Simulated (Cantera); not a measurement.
A closed system holds: 1 mol CaCO₃, 8.1 mol H₂O, equilibrated at 577 °C.

These are equilibrium values from Cantera (NASA tables, ideal gas, pure condensed phases), not measurements of a reactor. Candidate condensed phases: C, C₆H₆, C₇H₈, C₈H₁₈, Ca, CaCO₃, CaO, Ca(OH)₂, H₂O; 115 gas species. Equilibrium is a limit: real reactors are often held back by kinetics, nucleation or transport.

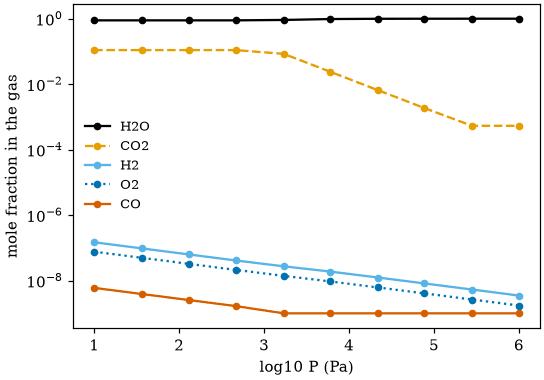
Fig. 1. Equilibrium gas composition (values under 1e-9 drawn at 1e-9)

From 10.0 Pa to 4.60 mbar the condensed part is CaO(s). From 17.0 mbar to 0.770 bar the condensed part is CaCO₃(calcite) + CaO(s). From 2.80 bar to 10.0 bar the condensed part is CaCO₃(calcite) + Ca(OH)₂(s).
